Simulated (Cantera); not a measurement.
Charge: 1 mol KCl, 30 mol H2, equilibrated at 0.660 bar.

These are equilibrium values from Cantera (NASA tables, ideal gas, pure condensed phases), not measurements of a reactor. Candidate condensed phases: K, KCl; 10 gas species. The numbers say what is thermodynamically allowed, not how fast it happens.

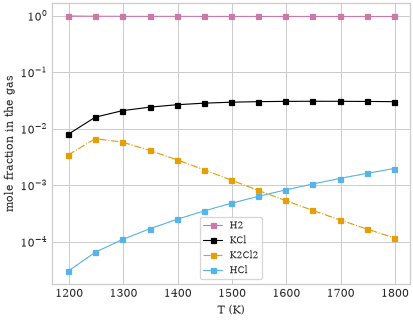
Figure. Equilibrium gas composition (values under 1e-9 drawn at 1e-9)

From 1198 K to 1248 K the condensed part is KCl(l). From 1298 K to 1798 K nothing is condensed. The main K-bearing gas is KCl throughout.
